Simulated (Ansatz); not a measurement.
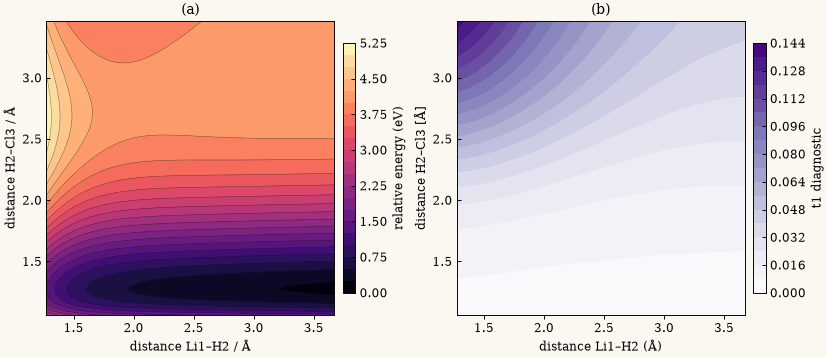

The system Li⁺ + HCl. 
- The first coordinate is: distance Li1–H2; the second: distance H2–Cl3.
- Nothing is relaxed (the angle Li1–H2–Cl3 is fixed at 180 degrees).
- The grid has 17 × 17 points.
- Points are written as (first, second).
- All energies are given in eV relative to Li with charge +1 far from the relaxed HCl (each part in its own basis).
- The restricted reference is unstable at some or all points, so the energies there are unreliable.
- Level of theory: RHF-CCSD(T), frozen core/def2-TZVPD in Ansatz.

Panel (a) is the energy and panel (b) the computed t1 diagnostic on the same grid.

In the figure: filled contours. Between grid points the surface is interpolated.

Q: How does the t1 diagnostic vary over the map, and what is it at the lowest grid point?

A: Leaving out the highest fifth of the energies, it runs from 0.01  at (2.923 Å, 1.064 Å) to 0.13  at (1.433 Å, 3.464 Å). At the lowest grid point, (3.672 Å, 1.336 Å), it is 0.01 . That point lies on the edge of the scan.
